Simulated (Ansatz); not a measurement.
# BGeN+ (doublet): correlated methods under varied settings

Aim: run BGeN+ (doublet) at one geometry under a spread of methods and options, and see what each costs and gives.

Computed with Ansatz 0.2.0, Gaussian basis. Level: the settings change from run to run.

29 further runs of the same task are left out: 8 for a known fault of the program, 9 that didn't finish, 12 set aside as unsound or not needed. Runs told in other sessions of the task aren't counted.

## (1) The geometry

The geometry is a PBE0/def2-TZVP stationary point (not a proven minimum) of the parent state, kept for this charge and spin. No spin-orbit coupling is included. The filled d shell of Ge may be among the frozen orbitals whatever the setting's name suggests.

3 atoms, charge 1, spin multiplicity 2.

Atoms are counted from 1 here; the program's logs count them from 0.

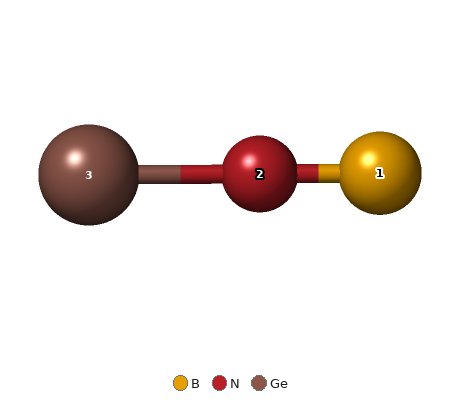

The structure; boron amber, nitrogen red, germanium brown; atoms are numbered from 1 in the order of the file.

## (2) MP2 on ROHF/cc-pVDZ

Input file in.yaml:

```yaml
crystal:
  periodic: [false, false, false]
  atoms:
    - {symbol: B, position_ang: [0.000000, 0.000000, -1.444600]}
    - {symbol: N, position_ang: [0.000000, 0.000000, -0.177700]}
    - {symbol: Ge, position_ang: [0.000000, 0.000000, 1.622300]}
basis:
  gaussian: {orbitals: cc-pVDZ}
total_charge: 1
magnetization: {spin_polarized: false, initial_magnetization: 1}
correlation: {method: mp2, electrons: outside_noble_gas}
```

On the command line:

```sh
$ ansatz run in.yaml --threads 1 --pin off --events-out ev --progress --plain --max-ram 2393MiB
```

Log:

```text
Functional definition: HF
  name "HF"
  cite "Fock, Z. Phys. 61, 126 (1930) doi:10.1007/BF01340294"
  parent pbe
  exchange = exact_x
  correlation = 0
598 factors; integrals over basis functions are off by at most 1.2e-3 eV
mean field evaluation 1: about -58606.7812 eV, gradient 6.6e1 eV
mean field evaluation 2: about -58606.8727 eV, gradient 6.5e1 eV
mean field evaluation 4: about -58617.8733 eV, gradient 6.3e0 eV
mean field evaluation 8: about -58618.1287 eV, gradient 3.0e-1 eV
mean field evaluation 16: about -58611.2694 eV, gradient 3.0e1 eV
mean field evaluation 32: about -58617.4869 eV, gradient 1.1e1 eV
mean field evaluation 64: about -58618.1293 eV, gradient 1.1e-1 eV
mean field -58618.12935798 eV, -2154.1765211107 hartree, gradient 7.6e-7 eV, S^2 0.750000; 3 other end points of the search recorded, 0 dependent functions left out
mean field evaluation 96: about -58610.3257 eV, gradient 2.6e1 eV
mean field evaluation 128: about -58614.3054 eV, gradient 2.7e0 eV
16 core orbitals not correlated: weight in the atoms' cores, before any rotation towards them, 0.998 or more for the frozen orbitals, at most 0.001 for the correlated occupied ones
reference -58618.12935798 eV, -2154.1765211107 hartree; 6, 5 occupied and 33, 34 virtual orbitals, 598 factors
second order -7.02444141 eV of doubles, -0.02290432 eV of singles
Total energy: -58625.17670371 eV, -2154.4355062894 hartree
```

It took 4.6 s on 1 thread of Arm Neoverse N1, shared host.

## (3) NEVPT2(9,5)/STO-3G

Edit in.yaml of step 2 so:

```diff
@@ -7,5 +7,6 @@
 basis:
-  gaussian: {orbitals: cc-pVDZ}
+  gaussian: {orbitals: STO-3G}
 total_charge: 1
 magnetization: {spin_polarized: false, initial_magnetization: 1}
-correlation: {method: mp2, electrons: outside_noble_gas}
+correlation: {method: sc_nevpt2, electrons: outside_noble_gas, active_space: {window: {electrons: 9, orbitals: 5}}}
+accuracy: high
```

Same command.

Log, cut to the lines that bear on the results:

```text
Functional definition: HF
  name "HF"
  cite "Fock, Z. Phys. 61, 126 (1930) doi:10.1007/BF01340294"
  parent pbe
[...]
403 factors; integrals over basis functions are off by at most 9.5e-9 eV
[...]
mean field -57950.13440612 eV, -2129.6281594131 hartree, gradient 1.1e-8 eV, S^2 0.750000; 0 other end points of the search recorded, 0 dependent functions left out
reference -57950.13440612 eV, -2129.6281594131 hartree; 22, 21 occupied and 6, 7 virtual orbitals, 403 factors
state -57950.13440612 eV, -2129.6281594131 hartree
state -57950.13440612 eV, -2129.6281594131 hartree; corrected -57953.10173744 eV, -2129.7372068279 hartree
WARN: 4 active orbitals are nearly empty or full. The corrections depend on them more than the energy does, and are more stable in an active space without them
Total energy: -57953.10173744 eV, -2129.7372068279 hartree
```

Run time: 1.4 s. Hardware: 1 thread of Arm Neoverse N1, shared host.

From the report: 3 determinants; active occupations 2.00, 2.00, 2.00, 2.00, 1.00. The report marks this result as in doubt.

## (4) CASSCF(9,7)/6-31G

Input file in.yaml:

```yaml
crystal:
  periodic: [false, false, false]
  atoms:
    - {symbol: B, position_ang: [0.000000, 0.000000, -1.444600]}
    - {symbol: N, position_ang: [0.000000, 0.000000, -0.177700]}
    - {symbol: Ge, position_ang: [0.000000, 0.000000, 1.622300]}
basis:
  gaussian: {orbitals: 6-31G}
total_charge: 1
magnetization: {spin_polarized: false, initial_magnetization: 1}
correlation: {active_space: {window: {electrons: 9, orbitals: 7}}}
```

The command is unchanged.

Log:

```text
Functional definition: HF
  name "HF"
  cite "Fock, Z. Phys. 61, 126 (1930) doi:10.1007/BF01340294"
  parent pbe
  exchange = exact_x
  correlation = 0
509 factors; integrals over basis functions are off by at most 4.8e-4 eV
mean field evaluation 1: about -58598.0378 eV, gradient 6.6e1 eV
mean field evaluation 2: about -58598.1275 eV, gradient 6.5e1 eV
mean field evaluation 4: about -58609.0368 eV, gradient 6.0e0 eV
mean field evaluation 8: about -58609.2546 eV, gradient 5.0e-1 eV
mean field evaluation 16: about -58601.3640 eV, gradient 3.8e1 eV
mean field evaluation 32: about -58602.5311 eV, gradient 1.8e1 eV
mean field -58609.25565241 eV, -2153.8504184457 hartree, gradient 4.5e-6 eV, S^2 0.750000; 0 other end points of the search recorded, 0 dependent functions left out
reference -58609.25565241 eV, -2153.8504184457 hartree; 22, 21 occupied and 25, 26 virtual orbitals, 509 factors
state -58610.73997057 eV, -2153.9049661318 hartree
Total energy: -58610.73997057 eV, -2153.9049661318 hartree
```

Run time: 10 s. Hardware: 1 thread of Arm Neoverse N1, shared host.

From the report: 735 determinants; active occupations 2.00, 2.00, 1.96, 1.96, 1.00, 0.04, 0.04.

## (5) MP2 on UHF/cc-pVDZ

Input file in.yaml:

```yaml
crystal:
  periodic: [false, false, false]
  atoms:
    - {symbol: B, position_ang: [0.000000, 0.000000, -1.444600]}
    - {symbol: N, position_ang: [0.000000, 0.000000, -0.177700]}
    - {symbol: Ge, position_ang: [0.000000, 0.000000, 1.622300]}
basis:
  gaussian: {orbitals: cc-pVDZ}
total_charge: 1
magnetization: {spin_polarized: true, initial_magnetization: 1}
correlation: {method: mp2, electrons: valence}
output: {forces: true}
```

Launched as before.

Log, cut to the lines that bear on the results:

```text
Functional definition: HF
  name "HF"
  cite "Fock, Z. Phys. 61, 126 (1930) doi:10.1007/BF01340294"
  parent pbe
[...]
598 factors; integrals over basis functions are off by at most 1.2e-3 eV
[...]
mean field -58618.19190943 eV, -2154.1788198339 hartree, gradient 9.3e-6 eV, S^2 0.774024; 3 other end points of the search recorded, 0 dependent functions left out
11 core orbitals not correlated: weight in the atoms' cores, before any rotation towards them, 1.000 or more for the frozen orbitals, at most 0.000 for the correlated occupied ones
reference -58618.19190943 eV, -2154.1788198339 hartree; 11, 10 occupied and 33, 34 virtual orbitals, 598 factors
second order -7.42707990 eV of doubles, -0.00000000 eV of singles
[...]
Total energy: -58625.61898933 eV, -2154.4517599861 hartree
Atom 0 at     0.000000     0.000000    -1.444600 Å, force     0.000000     0.000000    -2.573314 eV/Å
Atom 1 at     0.000000     0.000000    -0.177700 Å, force     0.000000    -0.000000     3.803610 eV/Å
Atom 2 at     0.000000     0.000000     1.622300 Å, force    -0.000000    -0.000000    -1.230297 eV/Å
Dipole moment:    -0.000000    -0.000000    -0.210917 e Å
```

Wall time 6 s (1 thread of Arm Neoverse N1, shared host).

From the report: ⟨S²⟩ of the determinant 0.774 (pure doublet: 0.75).

## (6) CISD/cc-pVDZ

Edit in.yaml of step 5 so:

```diff
@@ -9,4 +9,5 @@
 total_charge: 1
-magnetization: {spin_polarized: true, initial_magnetization: 1}
-correlation: {method: mp2, electrons: valence}
+magnetization: {spin_polarized: false, initial_magnetization: 1}
+correlation: {active_space: {ras: {orbitals: [5, 1, 33], electrons: 11, max_holes: 2, max_particles: 2}, fixed_orbitals: true}}
+scf: {lower_state_search: off}
 output: {forces: true}
```

Launched as before.

Log, cut to the lines that bear on the results:

```text
Functional definition: HF
  name "HF"
  cite "Fock, Z. Phys. 61, 126 (1930) doi:10.1007/BF01340294"
  parent pbe
[...]
598 factors; integrals over basis functions are off by at most 1.2e-3 eV
[...]
mean field -58618.12935798 eV, -2154.1765211107 hartree, gradient 7.6e-7 eV, S^2 0.750000; 0 other end points of the search recorded, 0 dependent functions left out
reference -58618.12935798 eV, -2154.1765211107 hartree; 22, 21 occupied and 33, 34 virtual orbitals, 598 factors
state -58624.97885512 eV, -2154.4282354877 hartree
[...]
Total energy: -58624.97885512 eV, -2154.4282354877 hartree
Atom 0 at     0.000000     0.000000    -1.444600 Å, force    -0.000000     0.000000    -1.716395 eV/Å
Atom 1 at     0.000000     0.000000    -0.177700 Å, force     0.000000    -0.000000     3.181219 eV/Å
Atom 2 at     0.000000     0.000000     1.622300 Å, force     0.000000    -0.000000    -1.464824 eV/Å
Dipole moment:    -0.000000    -0.000000    -0.169332 e Å
Checks for a lower state left out: starts, cluster_reference, orbital_swaps, neighbouring_geometries, increment
```

Run time: 7 s. Hardware: 1 thread of Arm Neoverse N1, shared host.

From the report: 19,238 determinants.

## (7) CCSD(T) on UHF/def2-SVP

Input file in.yaml:

```yaml
crystal:
  periodic: [false, false, false]
  atoms:
    - {symbol: B, position_ang: [0.000000, 0.000000, -1.444600]}
    - {symbol: N, position_ang: [0.000000, 0.000000, -0.177700]}
    - {symbol: Ge, position_ang: [0.000000, 0.000000, 1.622300]}
basis:
  gaussian: {orbitals: def2-SVP}
total_charge: 1
magnetization: {spin_polarized: true, initial_magnetization: 1}
correlation: {method: ccsd_t, electrons: outside_noble_gas, diis_vectors: 2}
```

Same command.

Log, cut to the lines that bear on the results:

```text
Functional definition: HF
  name "HF"
  cite "Fock, Z. Phys. 61, 126 (1930) doi:10.1007/BF01340294"
  parent pbe
[...]
602 factors; integrals over basis functions are off by at most 1.2e-3 eV
[...]
mean field -58610.07413969 eV, -2153.8804972985 hartree, gradient 2.4e-6 eV, S^2 0.773012; 3 other end points of the search recorded, 0 dependent functions left out
determinant -58610.07413969 eV, -2153.8804972985 hartree, with singles and doubles -58617.49349942 eV, -2154.1531537394 hartree
determinant -58606.52112471 eV, -2153.7499264064 hartree, with singles and doubles -58613.40101692 eV, -2154.0027577817 hartree
16 core orbitals not correlated: weight in the atoms' cores, before any rotation towards them, 0.998 or more for the frozen orbitals, at most 0.001 for the correlated occupied ones
reference -58610.07413969 eV, -2153.8804972985 hartree; 6, 5 occupied and 38, 39 virtual orbitals, 602 factors
second order -6.98113485 eV of doubles, -0.00000000 eV of singles
cycle   1  -7.42042364 eV  change   -1.1e-3 eV  update   1.6e-3
[...]
cycle  11  -7.42188302 eV  change    6.2e-6 eV  update   2.4e-6
perturbative correction -0.35690495 eV, -0.0131160150 hartree
Total energy: -58617.85292766 eV, -2154.1663624838 hartree
```

It took 17 s on 1 thread of Arm Neoverse N1, shared host.

From the report: ⟨S²⟩ of the determinant 0.773 (pure doublet: 0.75); correlation -7.7788 eV; T1 0.021; largest double amplitude 0.06.

## (8) BCCD/cc-pVDZ

Edit in.yaml of step 7 so:

```diff
@@ -7,5 +7,6 @@
 basis:
-  gaussian: {orbitals: def2-SVP}
+  gaussian: {orbitals: cc-pVDZ, point_charges: [{charge: -0.50, position_ang: [2.920, 0.660, 0.910]}]}
 total_charge: 1
 magnetization: {spin_polarized: true, initial_magnetization: 1}
-correlation: {method: ccsd_t, electrons: outside_noble_gas, diis_vectors: 2}
+hamiltonian: {xc: {name: B3LYP}}
+correlation: {method: bccd, electrons: outside_noble_gas}
```

Launched as before.

Log, cut to the lines that bear on the results:

```text
Functional definition: B3LYP
  name "B3LYP"
  cite "Stephens, Devlin, Chabalowski & Frisch, J. Phys. Chem. 98, 11623 (1994) doi:10.1021/j100096a001"
  cite "Becke, Phys. Rev. A 38, 3098 (1988) doi:10.1103/PhysRevA.38.3098"
  cite "Lee, Yang & Parr, Phys. Rev. B 37, 785 (1988) doi:10.1103/PhysRevB.37.785"
  cite "Vosko, Wilk & Nusair, Can. J. Phys. 58, 1200 (1980) doi:10.1139/p80-159"
[...]
598 factors; integrals over basis functions are off by at most 1.2e-3 eV
[...]
mean field -58677.53473293 eV, -2156.3596283736 hartree, gradient 5.9e-6 eV, S^2 0.757774; 0 other end points of the search recorded, 0 dependent functions left out
16 core orbitals not correlated: weight in the atoms' cores, before any rotation towards them, 0.998 or more for the frozen orbitals, at most 0.001 for the correlated occupied ones
reference -58619.80452055 eV, -2154.2380821997 hartree; 6, 5 occupied and 33, 34 virtual orbitals, 598 factors
second order -7.56580252 eV of doubles, -0.34950039 eV of singles
cycle   1  -7.45962679 eV  change    4.5e-1 eV  update   1.1e-1
[...]
cycle  12  -7.87925131 eV  change   -8.0e-6 eV  update   1.3e-5
Total energy: -58627.68377187 eV, -2154.5276393447 hartree
```

It took 6.5 s on 1 thread of Arm Neoverse N1, shared host.

From the report: ⟨S²⟩ of the determinant 0.758 (pure doublet: 0.75); correlation -7.8793 eV; largest double amplitude 0.06.

## (9) MP2 on UHF/6-31G

Input file in.yaml:

```yaml
crystal:
  periodic: [false, false, false]
  atoms:
    - {symbol: B, position_ang: [0.000000, 0.000000, -1.444600]}
    - {symbol: N, position_ang: [0.000000, 0.000000, -0.177700]}
    - {symbol: Ge, position_ang: [0.000000, 0.000000, 1.622300]}
basis:
  gaussian: {orbitals: 6-31G, fitting: {mean_field: def2-universal-jkfit}}
total_charge: 1
magnetization: {spin_polarized: true, initial_magnetization: 1}
correlation: {method: mp2, electrons: valence}
accuracy: high
```

The command is unchanged.

Log, cut to the lines that bear on the results:

```text
Functional definition: HF
  name "HF"
  cite "Fock, Z. Phys. 61, 126 (1930) doi:10.1007/BF01340294"
  parent pbe
[...]
418 factors; integrals over basis functions are off by at most 2.6e-3 eV
[...]
mean field -58609.32345115 eV, -2153.8529100034 hartree, gradient 2.7e-8 eV, S^2 0.778313; 3 other end points of the search recorded, 0 dependent functions left out
11 core orbitals not correlated: weight in the atoms' cores, before any rotation towards them, 1.000 or more for the frozen orbitals, at most 0.000 for the correlated occupied ones
reference -58609.32345115 eV, -2153.8529100034 hartree; 11, 10 occupied and 25, 26 virtual orbitals, 418 factors
second order -9.11118418 eV of doubles, -0.00000000 eV of singles
Total energy: -58618.43463533 eV, -2154.1877398463 hartree
```

Wall time 3.5 s (1 thread of Arm Neoverse N1, shared host).

From the report: ⟨S²⟩ of the determinant 0.778 (pure doublet: 0.75).

## (10) CASCI(3,2)/STO-3G

Input file in.yaml:

```yaml
crystal:
  periodic: [false, false, false]
  atoms:
    - {symbol: B, position_ang: [0.000000, 0.000000, -1.444600]}
    - {symbol: N, position_ang: [0.000000, 0.000000, -0.177700]}
    - {symbol: Ge, position_ang: [0.000000, 0.000000, 1.622300]}
basis:
  gaussian: {orbitals: STO-3G, point_charges: [{charge: 1.00, position_ang: [3.715, -0.100, -0.500]}]}
total_charge: 1
magnetization: {spin_polarized: false, initial_magnetization: 1}
correlation: {active_space: {window: {electrons: 3, orbitals: 2}, fixed_orbitals: true}}
accuracy: high
scf: {lower_state_search: off}
```

The command is unchanged.

Log:

```text
Functional definition: HF
  name "HF"
  cite "Fock, Z. Phys. 61, 126 (1930) doi:10.1007/BF01340294"
  parent pbe
  exchange = exact_x
  correlation = 0
these checks for a lower state are left out or cut short: stability, starts, cluster_reference, orbital_swaps, neighbouring_geometries, increment
403 factors; integrals over basis functions are off by at most 4.1e-9 eV
mean field evaluation 1: about -57938.9292 eV, gradient 4.0e1 eV
mean field evaluation 2: about -57938.9832 eV, gradient 4.0e1 eV
mean field evaluation 4: about -57946.6184 eV, gradient 3.3e0 eV
mean field evaluation 8: about -57946.7468 eV, gradient 7.5e-5 eV
mean field -57946.73953963 eV, -2129.5034003705 hartree, gradient 1.4e-8 eV, S^2 0.750000; 0 other end points of the search recorded, 0 dependent functions left out
reference -57946.73953963 eV, -2129.5034003705 hartree; 22, 21 occupied and 6, 7 virtual orbitals, 403 factors
state -57946.73953963 eV, -2129.5034003705 hartree
Total energy: -57946.73953963 eV, -2129.5034003705 hartree
Checks for a lower state left out: stability, starts, cluster_reference, orbital_swaps, neighbouring_geometries, increment
```

It took 0.33 s on 1 thread of Arm Neoverse N1, shared host.

From the report: 2 determinants; active occupations 2.00, 1.00. With so small a space the active step adds no correlation: the energy is the mean field's.

## (11) The runs in one table

Where basis and cores are those of an earlier UCCSDT(Q)/cc-pVDZ run (-58626.0404 eV), and the records show the same count of frozen orbitals and kind of state, the miss against it is given; a blank cell means that this couldn't be shown. † marks a result that the program doubts.

```tsv
level	correlated	functions	energy (eV)	from UCCSDT(Q) (meV)	time
MP2 on ROHF/cc-pVDZ	outside noble gas	55	-58625.1767	863.7	4.6 s
NEVPT2(9,5)/STO-3G †	outside noble gas	28	-57953.1017		1.4 s
CASSCF(9,7)/6-31G		47	-58610.7400		10 s
MP2 on UHF/cc-pVDZ	valence	55	-58625.6190		6 s
CISD/cc-pVDZ	outside noble gas	55	-58624.9789	1061.5	7 s
CCSD(T) on UHF/def2-SVP	outside noble gas	60	-58617.8529		17 s
BCCD/cc-pVDZ (beside a point charge, on B3LYP orbitals)	outside noble gas	55	-58627.6838		6.5 s
MP2 on UHF/6-31G	valence	47	-58618.4346		3.5 s
CASCI(3,2)/STO-3G (beside a point charge)		28	-57946.7395		0.33 s
```

## (12) Summary of results

| quantity | value |
| --- | --- |
| runs | 9 |
| quickest | CASCI(3,2)/STO-3G (beside a point charge), 0.33 s |
| slowest | CCSD(T) on UHF/def2-SVP, 17 s |

In words: Total energies in different bases, with other cores or another treatment of relativity can't be set against each other. «valence» and «outside noble gas» are the program's key words; the logs give how many orbitals each freezes, and for Ga to Kr the 3d shell needn't follow the word's plain sense. CCSD(T) on UHF/def2-SVP took 52 times as long as CASCI(3,2)/STO-3G (beside a point charge); the jobs differ in more than the method. Among the correlated runs with a miss given, it spans +864 to +1062 meV.
